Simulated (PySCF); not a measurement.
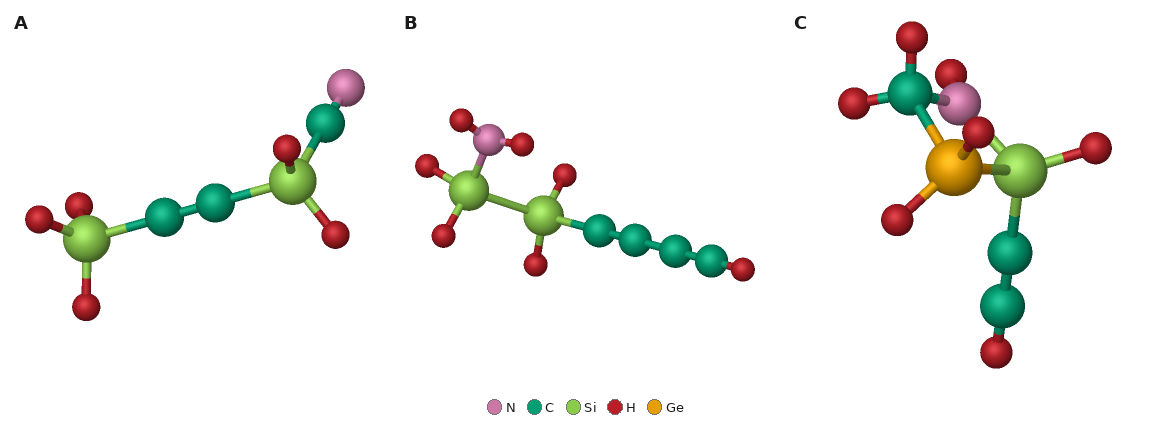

Simulated data, not a measurement (program: PySCF).

```xyz
14
charge 0, multiplicity 1
C     4.3792   -0.6131    0.3068
C     3.2930   -0.2032   -0.0182
C     2.0713    0.2624   -0.3860
C     0.9875    0.6885   -0.7310
Si   -0.6911    1.2941   -1.2113
Si   -2.3332    0.1557   -0.0604
N    -1.9201    0.2759    1.6098
H     5.3257   -0.9678    0.5851
H    -0.6464    2.7448   -0.9730
H    -0.7635    1.0972   -2.6684
H    -3.6610    0.7759   -0.1341
H    -2.5000   -1.2318   -0.5408
H    -0.9768    0.0739    1.8990
H    -2.5653   -0.0728    2.3003
```

Which panel shows the molecule in this file?

Answer. B. The file holds C4H7NSi2, `C#CC#C[SiH2][SiH2]N`.
